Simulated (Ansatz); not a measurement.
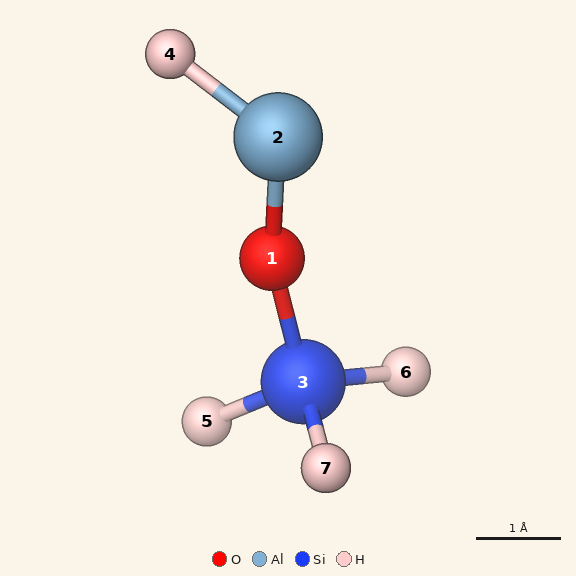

Orthographic view. Atoms fade into the background with distance from the viewer. Charge 0, doublet. The geometry was computed by an optimisation with PBE-D4/def2-SVP. No frequency run is at hand to confirm it as a minimum.

Write a Z-matrix (Å, degrees) in the order of the atom numbers, with these reference atoms: 2 to 1; 3 to 1, 2; 4 to 2, 1, 3; 5 to 3, 1, 2; 6 to 3, 5, 1; 7 to 3, 5, 6.

```
O  
Al   1   1.723
Si   1   1.667   2   162.8
H    2   1.628   1   115.6   3  -179.2
H    3   1.505   1   109.8   2   175.8
H    3   1.507   5   108.6   1  -121.0
H    3   1.507   5   108.6   6  -117.9
```
